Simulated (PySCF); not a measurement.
# OLYP-D4/4-31G (density fitting with aug-cc-pvtz-jkfit) run of C3H2F+ (SMILES Fc1c[cH+]1)

Aim: a geometry optimisation of C3H2F+. The job is set up through a Python script.

The calculation is run with PySCF 2.14.0.

## (1) The structure to begin with

C3H2F+: 6 atoms, total charge +1, spin state singlet. As SMILES, `Fc1c[cH+]1`. Geometry: relaxed at GFN2-xTB. The run starts from this shape.

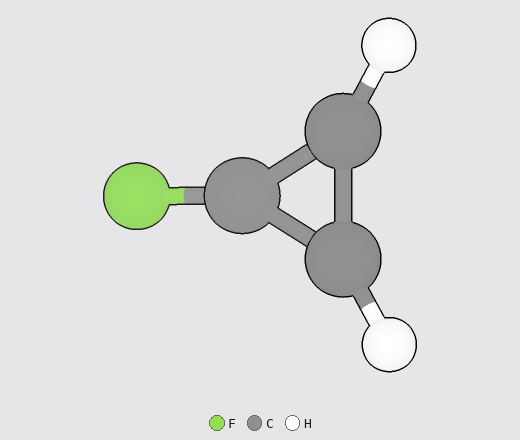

The structure, seen from a chosen angle (fluorine green, carbon grey, hydrogen white).

## (2) A structure relaxation at OLYP-D4/4-31G (density fitting with aug-cc-pvtz-jkfit)

File input.py:

```python
from pyscf import gto, dft
from pyscf.geomopt.geometric_solver import kernel as optimise

mol = gto.M(
    atom='''
F     -0.881916    -3.463887     1.365818
C     -0.336428    -1.323810     0.521980
C      1.247540     0.231888    -0.861640
C     -0.876984     1.225072     0.288051
H      2.910386     0.501042    -2.002732
H     -2.062579     2.829714     0.688541
''',
    unit='bohr',
    max_memory=1860,
    verbose=3,
    basis='4-31g',
    charge=1,
)

ks = dft.RKS(mol)
ks.xc = 'olyp'
ks = ks.density_fit(auxbasis='aug-cc-pvtz-jkfit')
ks.disp = 'd4'
converged, mol_eq = optimise(ks, maxsteps=100, coordsys='dlc')
print('converged:', converged)
print(mol_eq.tostring())

ks.reset(mol_eq)
mol = mol_eq
ks.kernel()
e_final = ks.e_tot
print(f'total energy: {e_final:.8f} hartree')
```

Started as:

```sh
OMP_NUM_THREADS=1 python input.py
```

Log:

```text
coordsys                  dlc
maxiter                   100
----------------------------------------------------------
Custom engine selected.
Bonds will be generated from interatomic distances less than 1.20 times sum of covalent radii
12 internal coordinates being used (instead of 18 Cartesians)
Internal coordinate system (atoms numbered from 1):
Distance 1-2
Distance 2-3
Distance 2-4
Distance 3-4
Distance 3-5
Distance 4-6
Angle 1-2-3
Angle 1-2-4
Angle 2-3-5
Angle 4-3-5
Angle 2-4-6
Angle 3-4-6
Out-of-Plane 2-3-4-1
Out-of-Plane 3-2-4-5
Out-of-Plane 4-2-3-6
Dihedral 1-2-3-4
Dihedral 1-2-3-5
Dihedral 4-2-3-5
Dihedral 1-2-4-3
Dihedral 1-2-4-6
Dihedral 3-2-4-6
Dihedral 2-3-4-6
Dihedral 5-3-4-2
Dihedral 5-3-4-6
> ===== Optimization Info: ====
> Job type: Energy minimization
> Maximum number of optimization cycles: 100
> Initial / maximum trust radius (Angstrom): 0.100 / 0.300
> Convergence Criteria:
> Will converge when all 5 criteria are reached:
>  |Delta-E| < 1.00e-06
>  RMS-Grad  < 3.00e-04
>  Max-Grad  < 4.50e-04
>  RMS-Disp  < 1.20e-03
>  Max-Disp  < 1.80e-03
> === End Optimization Info ===

[... 9 lines left out ...]
converged SCF energy = -214.630943773746
[... 10 lines left out ...]
Step    0 : Gradient = 3.478e-02/6.160e-02 (rms/max) Energy = -214.6309437737
[... 11 lines left out ...]
converged SCF energy = -214.633567542338
[... 22 lines left out ...]
converged SCF energy = -214.633801978375
[... 22 lines left out ...]
converged SCF energy = -214.633811404588
[... 22 lines left out ...]
converged SCF energy = -214.633812495376
[... 6 lines left out ...]
4 H     0.0000197868    -0.0000540217    -0.0000102867
5 H    -0.0000421289    -0.0000179771     0.0000260170
----------------------------------------------
cycle 5: E = -214.633812495  dE = -1.09079e-06  norm(grad) = 0.000513264
Step    4 : Displace = 1.115e-03/1.731e-03 (rms/max) Trust = 2.828e-01 (+) Grad = 2.095e-04/3.588e-04 (rms/max) E (change) = -214.6338124954 (-1.091e-06) Quality = 1.163
Hessian Eigenvalues: 2.32205e-02 2.32601e-02 2.36335e-02 ... 4.24864e-01 4.86497e-01 6.81983e-01

Geometry optimization cycle 6
Cartesian coordinates (Angstrom)
 Atom        New coordinates             dX        dY        dZ
   F  -0.477076  -1.873647   0.738769   -0.000018 -0.000073  0.000026
   C  -0.176917  -0.695269   0.274406   -0.000087 -0.000309  0.000135
   C   0.664720   0.115915  -0.457510   -0.000080 -0.000334  0.000108
   C  -0.470341   0.647197   0.156777   -0.000071 -0.000301  0.000120
   H   1.541696   0.288857  -1.066200   -0.000332  0.000733  0.000057
   H  -1.082072   1.516958   0.353767    0.000587  0.000284 -0.000447
converged SCF energy = -214.633812744939
--------------- DFRKS_Scanner gradients ---------------
         x                y                z
0 F     0.0000051777    -0.0000494738     0.0000547649
1 C     0.0000337881     0.0000970804    -0.0000244193
2 C     0.0000057598     0.0000226403     0.0000043216
3 C     0.0000062077     0.0000141247    -0.0000070293
4 H     0.0000021597     0.0000159306    -0.0000123857
5 H     0.0000007291     0.0000182004    -0.0000108002
----------------------------------------------
cycle 6: E = -214.633812745  dE = -2.49563e-07  norm(grad) = 0.000135456
Step    5 : Displace = 5.232e-04/8.067e-04 (rms/max) Trust = 3.000e-01 (+) Grad = 5.530e-05/1.057e-04 (rms/max) E (change) = -214.6338127449 (-2.496e-07) Quality = 1.085
Hessian Eigenvalues: 2.32205e-02 2.32601e-02 2.36335e-02 ... 4.24864e-01 4.86497e-01 6.81983e-01
Converged! =D

converged: True
F          -0.47707570       -1.87364716        0.73876873
C          -0.17691747       -0.69526870        0.27440625
C           0.66472038        0.11591499       -0.45750965
C          -0.47034101        0.64719664        0.15677707
H           1.54169554        0.28885675       -1.06620027
H          -1.08207169        1.51695753        0.35376740
converged SCF energy = -214.633812744806
total energy: -214.63381274 hartree
```

Wall time 16 s (1 thread of Arm Neoverse V2, shared host); peak memory 0.45 GiB.

Steps, from the record of the run:

```
step  energy from the first frame kept (eV)  largest force (eV/Å)
   0                                 0.0000                3.1674
   1                                -0.0714                0.9119
   2                                -0.0778                0.1191
   3                                -0.0780                0.0173
   4                                -0.0781                0.0185
   5                                -0.0781                0.0054
```

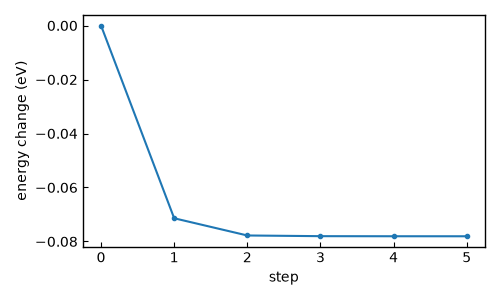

Energy along the run.

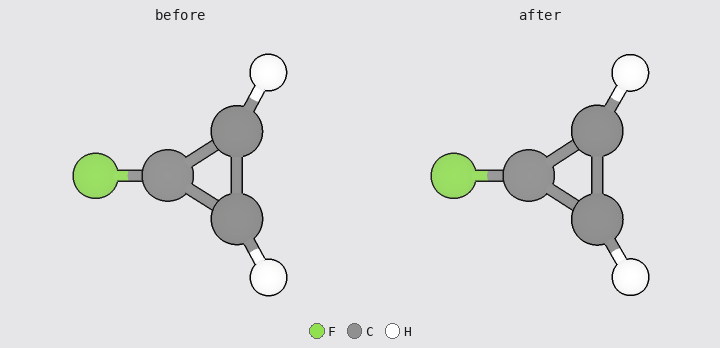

Before and after, at one scale.

After the run. Bond lengths: F1–C2 1.302 Å, C2–C3 1.379 Å, C2–C4 1.379 Å, C3–C4 1.396 Å, C3–H5 1.081 Å, C4–H6 1.081 Å. Angles: F1–C2–C3 149.6°, F1–C2–C4 149.6°, C3–C2–C4 60.8°, C2–C3–C4 59.6°, C2–C4–C3 59.6°, C2–C3–H5 152.6°, C4–C3–H5 147.8°, C2–C4–H6 152.6°, C3–C4–H6 147.8°.

## (3) What came out

Level: OLYP-D4/4-31G (density fitting with aug-cc-pvtz-jkfit).

```
               quantity          value
total energy at the end  -214.63381 Eh
            HOMO energy      -15.59 eV
            LUMO energy       -9.40 eV
          HOMO–LUMO gap        6.18 eV
      dispersion energy  -40.49 kJ/mol
```

What this shows: At the final geometry: Bond lengths: F1–C2 1.302 Å, C2–C3 1.379 Å, C2–C4 1.379 Å, C3–C4 1.396 Å, C3–H5 1.081 Å, C4–H6 1.081 Å. Angles: F1–C2–C3 149.6°, F1–C2–C4 149.6°, C3–C2–C4 60.8°, C2–C3–C4 59.6°, C2–C4–C3 59.6°, C2–C3–H5 152.6°, C4–C3–H5 147.8°, C2–C4–H6 152.6°, C3–C4–H6 147.8°. The optimisation took 5 steps and changed the energy by -0.078 eV.
